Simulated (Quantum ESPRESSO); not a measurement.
## Collinear magnetic orders of Mn2Ga2S5 with Quantum ESPRESSO

Aim: find out which collinear order of Mn2Ga2S5 costs least.

Program: Quantum ESPRESSO 7.5. Level of theory: LDA; plane waves with GBRV 1.5 LDA potentials, no spin-orbit coupling. Results are calculated unless marked as measured.

### Step 1. The starting structure

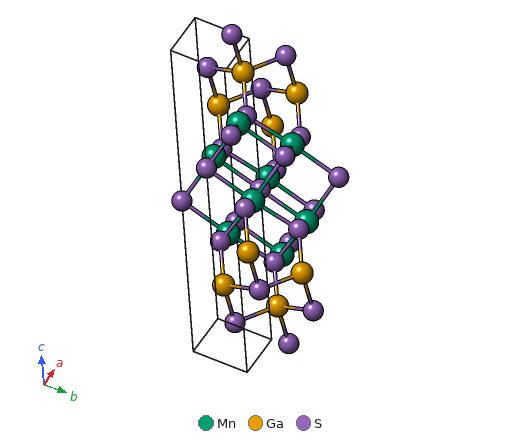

The cell as given, from a free direction (manganese teal, gallium orange, sulfur purple). 2×2×1 cells are drawn. Some periodic images of atoms are drawn too.

Coordinates:

```cif
data_structure
_symmetry_space_group_name_H-M 'P 1'
_symmetry_Int_Tables_number 1
_cell_length_a 3.7280
_cell_length_b 3.7280
_cell_length_c 15.3335
_cell_angle_alpha 90.000
_cell_angle_beta 90.000
_cell_angle_gamma 120.000
_cell_volume 184.55
loop_
_atom_site_label
_atom_site_type_symbol
_atom_site_fract_x
_atom_site_fract_y
_atom_site_fract_z
_atom_site_occupancy
Mn1 Mn 0.33333 0.66667 0.40190 1
Mn2 Mn 0.66667 0.33333 0.59810 1
Ga3 Ga 0.33333 0.66667 0.82860 1
Ga4 Ga 0.66667 0.33333 0.17140 1
S5 S 0.00000 0.00000 0.50000 1
S6 S 0.33333 0.66667 0.68311 1
S7 S 0.66667 0.33333 0.31689 1
S8 S 0.33333 0.66667 0.10589 1
S9 S 0.66667 0.33333 0.89411 1
```

The cell comes from Materials Project 2023-11-01, a database of computed structures, and need not be the stable phase.

### Step 2. Run 1, typed as ferro ++

The signs are those of the starting moments on the seeded atoms, the atoms that are given a moment.

Contents of pw.in:

```
&CONTROL
  calculation = 'scf'
  prefix = 'pwscf'
  outdir = './tmp'
  pseudo_dir = './pseudo'
  disk_io = 'nowf'
/
&SYSTEM
  ibrav = 0
  nat = 9
  ntyp = 3
  ecutwfc = 40
  ecutrho = 280
  nbnd = 67
  occupations = 'smearing'
  smearing = 'fd'
  degauss = 0.00367493
  nspin = 2
  starting_magnetization(1) = 0.3
  starting_magnetization(2) = 0
  starting_magnetization(3) = 0
/
&ELECTRONS
  conv_thr = 1.8d-08
  electron_maxstep = 150
  mixing_beta = 0.3
/
ATOMIC_SPECIES
Mn     54.9380 mn_lda_v1.5.uspp.F.UPF
Ga     69.7230 ga_lda_v1.4.uspp.F.UPF
S      32.0600 s_lda_v1.4.uspp.F.UPF
CELL_PARAMETERS angstrom
   3.7279544901    0.0000000000    0.0000000000
  -1.8639772451    3.2285032926    0.0000000000
   0.0000000000    0.0000000000   15.3334560000
ATOMIC_POSITIONS crystal
Mn      0.3333333300    0.6666666700    0.4018990000
Mn      0.6666666700    0.3333333300    0.5981010000
Ga      0.3333333300    0.6666666700    0.8286040000
Ga      0.6666666700    0.3333333300    0.1713960000
S       0.0000000000    0.0000000000    0.5000000000
S       0.3333333300    0.6666666700    0.6831100000
S       0.6666666700    0.3333333300    0.3168900000
S       0.3333333300    0.6666666700    0.1058920000
S       0.6666666700    0.3333333300    0.8941080000
K_POINTS automatic
6 6 2 0 0 0
```

Launch:

```sh
$ OMP_NUM_THREADS=1 mpirun -n 4 pw.x -nk 4 -in pw.in > pw.out
```

Log:

```text
Program PWSCF v.7.5 starts

     Message from routine setup:
     using ibrav=0 with symmetry is DISCOURAGED, use correct ibrav instead

     K-points division:     npool     =       4
     Subspace diagonalization in iterative solution of the eigenvalue problem:

     G-vector sticks info
     --------------------
     sticks:   dense  smooth     PW     G-vecs:    dense   smooth      PW
     Sum         955     547    163                98717    42543    6993

     Using Slab Decomposition

     bravais-lattice index     =            0
     lattice parameter (alat)  =       7.0448  a.u.
     unit-cell volume          =    1245.3989 (a.u.)^3
     number of atoms/cell      =            9
     number of atomic types    =            3
     number of electrons       =        98.00
     number of Kohn-Sham states=           67
     kinetic-energy cutoff     =      40.0000  Ry
     charge density cutoff     =     280.0000  Ry
     scf convergence threshold =      1.8E-08
     mixing beta               =       0.3000
     number of iterations used =            8  plain     mixing
     Exchange-correlation=  SLA  PZ   NOGX NOGC
                           (   1   1   0   0   0   0   0)

     celldm(1)=   7.044813  celldm(2)=   0.000000  celldm(3)=   0.000000
     celldm(4)=   0.000000  celldm(5)=   0.000000  celldm(6)=   0.000000

     crystal axes: (cart. coord. in units of alat)
               a(1) = (   1.000000   0.000000   0.000000 )
               a(2) = (  -0.500000   0.866025   0.000000 )
               a(3) = (   0.000000   0.000000   4.113102 )

     reciprocal axes: (cart. coord. in units 2 pi/alat)
               b(1) = (  1.000000  0.577350 -0.000000 )
               b(2) = (  0.000000  1.154701  0.000000 )
               b(3) = (  0.000000 -0.000000  0.243126 )

     PseudoPot. # 1 for Mn read from file:
     mn_lda_v1.5.uspp.F.UPF
     Pseudo is Ultrasoft + core correction, Zval = 15.0
     Generated by new atomic code, or converted to UPF format
     Using radial grid of  859 points,  6 beta functions with:
                l(1) =   0
                l(2) =   0
                l(3) =   1
                l(4) =   1
                l(5) =   2
                l(6) =   2
     Q(r) pseudized with  8 coefficients,  rinner =    0.950   0.950   0.950
                                                       0.950   0.950

     PseudoPot. # 2 for Ga read from file:
     ga_lda_v1.4.uspp.F.UPF
     Pseudo is Ultrasoft + core correction, Zval = 19.0
     Generated by new atomic code, or converted to UPF format
     Using radial grid of  871 points,  6 beta functions with:
                l(1) =   0
                l(2) =   0
                l(3) =   1
                l(4) =   1
                l(5) =   2
                l(6) =   2
     Q(r) pseudized with  8 coefficients,  rinner =    1.250   1.250   1.250
                                                       1.250   1.250

     PseudoPot. # 3 for S  read from file:
     s_lda_v1.4.uspp.F.UPF
     Pseudo is Ultrasoft + core correction, Zval =  6.0
     Generated by new atomic code, or converted to UPF format
     Using radial grid of  907 points,  6 beta functions with:
                l(1) =   0
                l(2) =   0
                l(3) =   1
                l(4) =   1
                l(5) =   2
                l(6) =   2
     Q(r) pseudized with  8 coefficients,  rinner =    1.300   1.300   1.300
                                                       1.300   1.300

     atomic species   valence    mass     pseudopotential
     Mn               15.00    54.93800     Mn( 1.00)
     Ga               19.00    69.72300     Ga( 1.00)
     S                 6.00    32.06000     S ( 1.00)

     Starting magnetic structure
     atomic species   magnetization
     Mn              0.300
     Ga              0.000
     S               0.000

     12 Sym. Ops., with inversion, found

   Cartesian axes

     site n.     atom                  positions (alat units)
         1        Mn     tau(   1) = (  -0.0000000   0.5773503   1.6530515  )
         2        Mn     tau(   2) = (   0.5000000   0.2886751   2.4600502  )
         3        Ga     tau(   3) = (  -0.0000000   0.5773503   3.4081325  )
         4        Ga     tau(   4) = (   0.5000000   0.2886751   0.7049692  )
         5        S      tau(   5) = (   0.0000000   0.0000000   2.0565509  )
         6        S      tau(   6) = (  -0.0000000   0.5773503   2.8097009  )
         7        S      tau(   7) = (   0.5000000   0.2886751   1.3034008  )
         8        S      tau(   8) = (  -0.0000000   0.5773503   0.4355446  )
         9        S      tau(   9) = (   0.5000000   0.2886751   3.6775571  )

     number of k points=    14  Fermi-Dirac smearing, width (Ry)=  0.0037
                       cart. coord. in units 2pi/alat
        k(    1) = (   0.0000000   0.0000000   0.0000000), wk =   0.0138889
        k(    2) = (   0.0000000   0.0000000  -0.1215628), wk =   0.0138889
        k(    3) = (   0.0000000   0.1924501   0.0000000), wk =   0.0833333
        k(    4) = (   0.0000000   0.1924501  -0.1215628), wk =   0.0833333
        k(    5) = (   0.0000000   0.3849002   0.0000000), wk =   0.0833333
        [... 9 further k-points ...]

     Dense  grid:    98717 G-vectors     FFT dimensions: (  40,  40, 160)

     Smooth grid:    42543 G-vectors     FFT dimensions: (  30,  30, 120)

     Check: negative core charge=   -0.000018
     Generating pointlists ...
     new r_m :   0.2784 (alat units)  1.9615 (a.u.) for type    1
     new r_m :   0.2469 (alat units)  1.7390 (a.u.) for type    2
     new r_m :   0.2469 (alat units)  1.7390 (a.u.) for type    3

     Initial potential from superposition of free atoms

     starting charge      94.9997, renormalised to      98.0000
     Starting wfcs are   70 randomized atomic wfcs

     Self-consistent Calculation

     iteration #  1     ecut=    40.00 Ry     beta= 0.30
     Davidson diagonalization with overlap
     ethr =  1.00E-02,  avg # of iterations =  8.4

     total energy              =   -1324.96155943 Ry
     estimated scf accuracy    <     105.88001650 Ry

     total magnetization       =     0.88 Bohr mag/cell
     absolute magnetization    =     1.28 Bohr mag/cell

     iteration #  2     ecut=    40.00 Ry     beta= 0.30
     Davidson diagonalization with overlap
     ethr =  1.00E-02,  avg # of iterations =  9.0

     total energy              =   -1324.30327607 Ry
     estimated scf accuracy    <    2007.36593506 Ry

     total magnetization       =     1.41 Bohr mag/cell
     absolute magnetization    =     1.44 Bohr mag/cell

     iteration #  3     ecut=    40.00 Ry     beta= 0.30
     Davidson diagonalization with overlap
     ethr =  1.00E-02,  avg # of iterations =  7.2

     total energy              =   -1369.04600458 Ry
     estimated scf accuracy    <     166.90073031 Ry

     total magnetization       =     0.09 Bohr mag/cell
     absolute magnetization    =     0.62 Bohr mag/cell

     [... further iterations left out ...]

     iteration # 14     ecut=    40.00 Ry     beta= 0.30
     Davidson diagonalization with overlap
     ethr =  9.70E-09,  avg # of iterations =  2.2

     total energy              =   -1373.08681853 Ry
     estimated scf accuracy    <       0.00000146 Ry

     total magnetization       =     9.19 Bohr mag/cell
     absolute magnetization    =     9.20 Bohr mag/cell

     iteration # 15     ecut=    40.00 Ry     beta= 0.30
     Davidson diagonalization with overlap
     ethr =  1.49E-09,  avg # of iterations =  3.9

     total energy              =   -1373.08681884 Ry
     estimated scf accuracy    <       0.00000032 Ry

     total magnetization       =     9.19 Bohr mag/cell
     absolute magnetization    =     9.19 Bohr mag/cell

     iteration # 16     ecut=    40.00 Ry     beta= 0.30
     Davidson diagonalization with overlap
     ethr =  3.24E-10,  avg # of iterations =  3.8

     total energy              =   -1373.08681894 Ry
     estimated scf accuracy    <       0.00000005 Ry

     total magnetization       =     9.19 Bohr mag/cell
     absolute magnetization    =     9.19 Bohr mag/cell

     iteration # 17     ecut=    40.00 Ry     beta= 0.30
     Davidson diagonalization with overlap
     ethr =  4.62E-11,  avg # of iterations =  4.0

     Magnetic moment per site  (integrated on atomic sphere of radius R)
     atom   1 (R=0.278)  charge= 13.0941  magn=  3.9846
     atom   2 (R=0.278)  charge= 13.0941  magn=  3.9846
     atom   3 (R=0.247)  charge= 16.5877  magn=  0.0138
     atom   4 (R=0.247)  charge= 16.5877  magn=  0.0138
     atom   5 (R=0.247)  charge=  3.5681  magn=  0.0856
     atom   6 (R=0.247)  charge=  3.6039  magn=  0.0670
     atom   7 (R=0.247)  charge=  3.6039  magn=  0.0670
     atom   8 (R=0.247)  charge=  3.5628  magn=  0.0227
     atom   9 (R=0.247)  charge=  3.5628  magn=  0.0227

     End of self-consistent calculation

     [... lines left out ...]
     the Fermi energy is     7.9699 ev

!    total energy              =   -1373.08681896 Ry
     estimated scf accuracy    <          4.9E-09 Ry
     smearing contrib. (-TS)   =      -0.00160982 Ry
     internal energy E=F+TS    =   -1373.08520914 Ry

     The total energy is F=E-TS. E is the sum of the following terms:
     one-electron contribution =   -1195.67344107 Ry
     hartree contribution      =     628.57759879 Ry
     xc contribution           =    -190.09585044 Ry
     ewald contribution        =    -615.89351642 Ry

     total magnetization       =     9.19 Bohr mag/cell
     absolute magnetization    =     9.19 Bohr mag/cell

     convergence has been achieved in  17 iterations

=------------------------------------------------------------------------------=
   JOB DONE.
=------------------------------------------------------------------------------=
```

Wall time 1.7 min (4 MPI ranks of Arm Neoverse V2, shared host); peak memory 0.93 GiB.

Spin moment in the atom's sphere by atom:

```tsv
atom	spin moment in the atom's sphere (μB)
Mn1	3.98
Mn2	3.98
Ga3	0.01
Ga4	0.01
S5	0.09
S6	0.07
S7	0.07
S8	0.02
S9	0.02
```

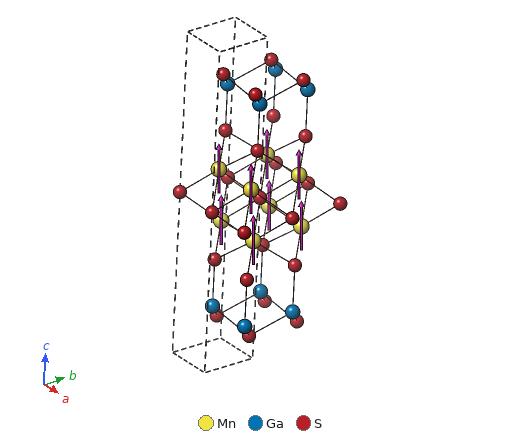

Spin moment in the atom's sphere as arrows, the longest 3.98 μB. Up and down stand for the sign. Arrows give size and sign along the axis of quantisation, drawn up and down the page. 2×2×1 cells are drawn. Some periodic images of atoms are drawn too.

This step gave:

```yaml
smearing_term_ts: 0.02190 eV
magnetization: 9.192 μB
absolute_magnetization: 9.194 μB
final_state: ferromagnetic
```

(Continued in part 2 of 2.)

[Logs and program files are shortened in this print: banners, set-up blocks, solver, clock and traceback lines can be left out without a mark of their own.]

[Logs are printed without paths, hosts, clocks, repeated set-up lines and the standing remarks that a program may print on its own settings, such as how far it seeks lower states.]

[Hosts, paths, dates, database ids (printed as entryN), source tags and the programs' standing remarks are cut or masked in the printed files.]

[Where a cell is said to come from a database of computed structures, the database is the Materials Project.]
